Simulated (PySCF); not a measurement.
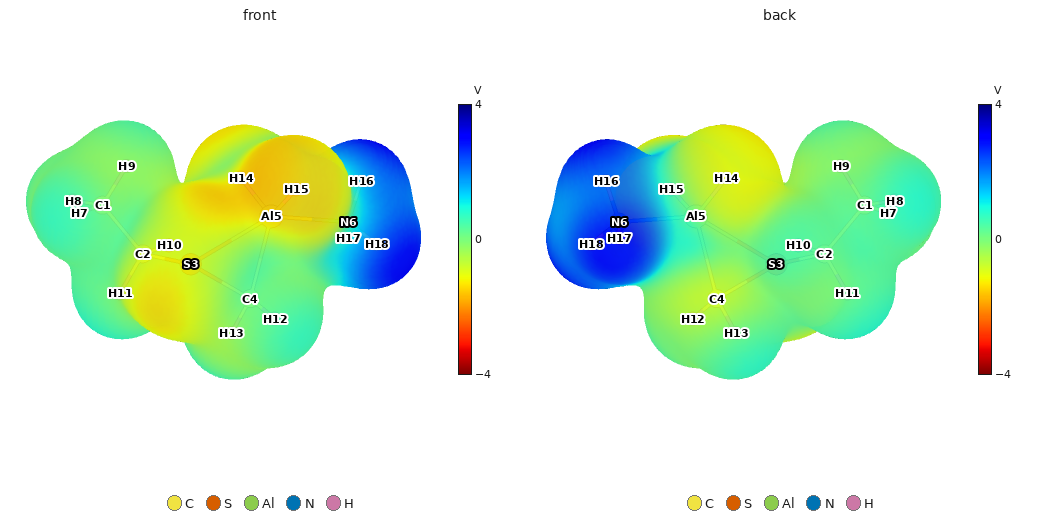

*C3H12AlNS. The electrostatic potential painted on the density surface at 0.004 e/bohr³, seen from the front and from behind; the colour scale runs from red (negative) to blue (positive).*

Geometry: GFN2-xTB.

Theory: PySCF, PBE0/pcSseg-1, SCF density, gas phase, non-relativistic.

The calculation's input:

```
{"job": {"kind": "nmr", "xc": "PBE0", "basis": "pcSseg-1"}, "charge": 0, "multiplicity": 1}
C     -2.760194     0.761977     0.755366
C     -1.887193     0.053445    -0.260334
S     -0.948078    -1.301589     0.528950
C      0.481532    -1.379828    -0.664846
Al     1.160430     0.007581     0.631766
N      3.059775     0.353909    -0.078408
H     -3.432858     0.055305     1.236352
H     -3.351392     1.535945     0.269002
H     -2.136304     1.220754     1.520190
H     -1.153764     0.739156    -0.693635
H     -2.486889    -0.390649    -1.056414
H      0.916067    -2.368414    -0.457928
H      0.038958    -1.443675    -1.662351
H      0.646339     1.482856     0.591774
H      1.641691    -0.596516     1.992889
H      3.453343     0.982704     0.613422
H      3.136655     0.792749    -0.992137
H      3.613123    -0.499391    -0.079594
```

Command:

```sh
OMP_NUM_THREADS=1 python probes_run.py task.json out
```

Question: Where is the surface potential most negative and most positive?

Answer: The most negative region (about −1.6 V) lies over H15, the most positive (about +3.1 V) over H17 and H18.

Question: How polar is the molecule by this calculation?

Answer: Its dipole moment is 5.08 D.
